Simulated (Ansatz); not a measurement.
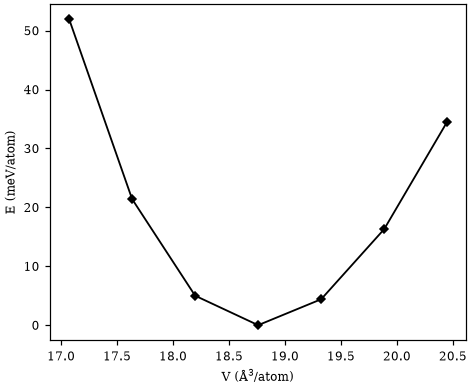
Figure. Ag (simple hexagonal, P6/mmm) under volume change, DFT-r²SCAN in the program Ansatz with PAW potentials, shape and atoms relaxed at each volume.

What does a third-order Birch–Murnaghan fit give for V₀, B₀ and B′?

V₀ = 18.76 Å³/atom, B₀ = 88.4 GPa, B′ = 5.7.

The start of the workflow was typed in or built on a structure type; neither database checked (COD, Materials Project) lists it. It is not the phase usual at ambient conditions (space group No. 225). The cell was relaxed with r²SCAN under the symmetry of its start. At this level the phase is mechanically unstable. The run is not spin-polarised.

Potentials: the later of the program's two PAW sets.
